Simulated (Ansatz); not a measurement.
GeH$_{3}$ClF$_{2}$: several calculations on one system

**1. Relaxation**

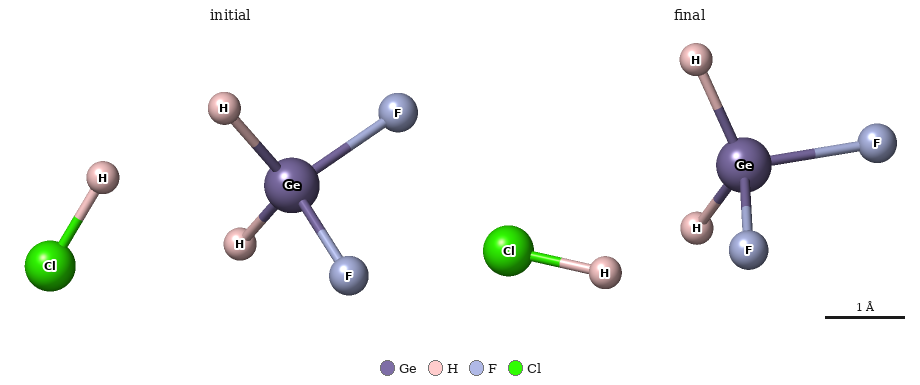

The structure of GeH$_{3}$ClF$_{2}$ before (left) and after (right) a relaxation, at one scale.

The picture is a ball-and-stick view, seen at a tilt.

The run prepares an end point of a later path (reaction) calculation, from a guessed geometry.

Method: RKS PBE/def2-SVP (Ansatz). Settings: no spin polarisation; force threshold 0.03 eV/Å; at most 50 steps.

> What changed between the two?

An H atom moves most after the best rigid fit: 1.34 Å. By element the largest moves are H 1.34 Å, F 0.85 Å, Ge 0.30 Å, Cl 0.24 Å. Near-neighbour distances that change, for instance: Cl–Ge 3.419 → 3.458 Å, F–Ge 1.744 → 1.775 Å, Cl–H 1.336 → 1.311 Å, Ge–H 1.551 → 1.539 Å. Among the angles between lasting bonds that change: H–Ge–H 119.1° → 121.8°, H–Ge–F 110.0° → 107.6°. After 20 accepted moves (21 points after the start) the energy has fallen by 6.27 kcal/mol. The largest force component goes from 0.93 to 0.0097 eV/Å. The line search rejected the trial step at point 6 of the run.

**2. Relaxation**

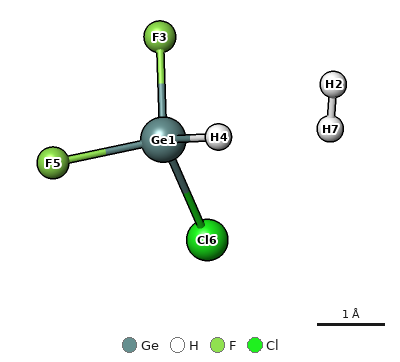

This is the input geometry for a relaxation of GeH3ClF2. A ball-and-stick model, seen at a tilt.

The run prepares an end point of a later path (reaction) calculation, from a guessed geometry.

Method: RKS PBE/def2-SVP in Ansatz.

Input
```yaml
crystal:
  periodic: [false, false, false]
  atoms:
    - { symbol: Ge, position_ang: [-0.519305, -0.208641, -0.301137] }
    - { symbol: H, position_ang: [0.166329, 0.835019, 2.154264] }
    - { symbol: F, position_ang: [0.907414, -1.006591, 0.290775] }
    - { symbol: H, position_ang: [-0.317816, 1.307407, -0.412446] }
    - { symbol: F, position_ang: [-0.775942, -0.902304, -1.875566] }
    - { symbol: Cl, position_ang: [-2.236834, -0.792801, 0.936961] }
    - { symbol: H, position_ang: [-0.532645, 0.661811, 2.209149] }
basis:
  gaussian: { orbitals: def2-SVP }
hamiltonian:
  xc: pbe
relax:
  f_tol: 0.03
  max_steps: 50
```

Run as
```bash
ansatz run input.yaml --threads 2 --pin off --max-ram 3072MiB --backend cpu --events-out ev --progress --plain --runs-dir out
```

Q: What does the optimiser find from here?

A: The largest move after the best rigid fit is that of H7, 0.49 Å. By element the largest moves are H 0.49 Å, Cl 0.27 Å, Ge 0.20 Å, F 0.20 Å. Among the contacts that change: Ge1–Cl6 2.196 → 2.145 Å, H2–H7 0.722 → 0.769 Å. Over 4 geometry steps the energy falls by 0.150 eV. Largest force component: 1.8 eV/Å at the start, 0.0085 eV/Å at the end.

Final geometry:

```xyz
7

Ge   -0.5882   -0.3010   -0.4665
H     0.3279    1.0202    2.5655
F     0.8302   -1.0709    0.1817
H    -0.3950    1.2215   -0.5384
F    -0.7714   -0.9620   -2.0651
Cl   -2.2844   -0.9087    0.6967
H    -0.4279    0.8949    2.6282
```

The end point in the same view:

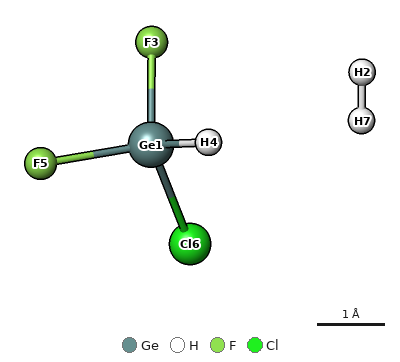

Limits of the set-up: the start holds two separate molecules, 2.6 Å apart at their closest, whose relative position is a soft coordinate and is computed without a dispersion correction.

**3. Path**

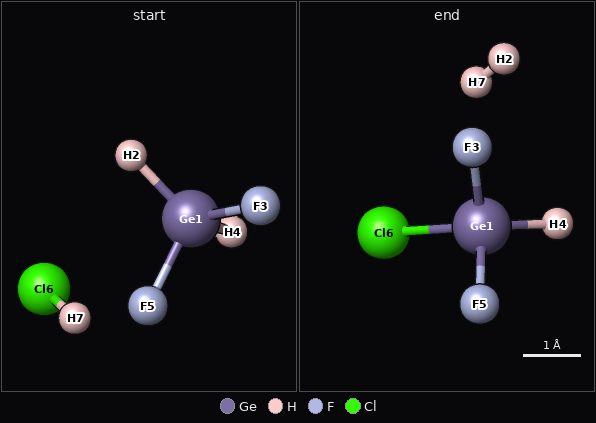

The two relaxed end points of a path for GeH3ClF2. A ball-and-stick model, seen from a free direction.

These are results of RKS PBE/def2-SVP in Ansatz 0.2.0, not measurements.

Run with 7 movable images; climbing image; force threshold 0.05 eV/Å; iteration limit 60.

Start:
```xyz
7

Ge    0.2789    0.1599    0.0317
H     0.8435    0.4854    1.4260
F     1.6050   -0.4007   -0.9585
H    -0.5115    1.1963   -0.7868
F    -0.7357   -1.2886    0.1888
Cl   -2.6427    0.3877    1.8683
H    -2.1462   -0.6462    1.2325
```

End:
```xyz
7

Ge   -0.6750   -0.4124   -0.4066
H     0.5112    1.3049    2.3176
F     0.8493   -1.0386    0.1494
H    -0.5762    1.0966   -0.6776
F    -1.0051   -1.2703   -1.8834
Cl   -2.1888   -0.9433    1.0167
H    -0.2241    1.1571    2.4858
```

Question: Predict the minimum-energy path and its barrier.

Answer: The energy climbs by 1.50 eV to image 4 and then falls by 1.82 eV, so the end point sits at −0.32 eV. Image 7 lies below both ends, at −0.33 eV, which points to an intermediate minimum that so few images don't resolve. Breaking: Cl6–H7 (1.31 → 1.69 at the top → 3.23 Å), Ge1–H2 (1.54 → 1.79 at the top → 3.43 Å). Forming: Ge1–Cl6 (3.46 → 2.50 at the top → 2.14 Å), H2–H7 (3.20 → 0.96 at the top → 0.77 Å). The band converged in 12 iterations, with a climbing image at the top. At the top, the vibrational analysis gives one imaginary mode (883i cm⁻¹), as a transition state must have.

Energies of the converged images:

```json
{"image": "0", "path (Å)": "0.00", "E (eV)": "0.000"}
{"image": "1", "path (Å)": "0.88", "E (eV)": "0.109"}
{"image": "2", "path (Å)": "1.77", "E (eV)": "0.190"}
{"image": "3", "path (Å)": "2.65", "E (eV)": "0.401"}
{"image": "4", "path (Å)": "3.54", "E (eV)": "1.503"}
{"image": "5", "path (Å)": "4.67", "E (eV)": "0.221"}
{"image": "6", "path (Å)": "5.80", "E (eV)": "-0.290"}
{"image": "7", "path (Å)": "6.93", "E (eV)": "-0.326"}
{"image": "8", "path (Å)": "8.06", "E (eV)": "-0.322"}
```

The geometry at the top of the path:

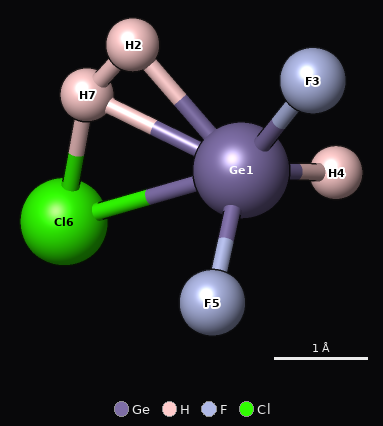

The run took 90 s on 2 threads of Intel(R) Xeon(R) Platinum 8488C (Sapphire Rapids), on a shared host, peak memory 0.16 GiB.
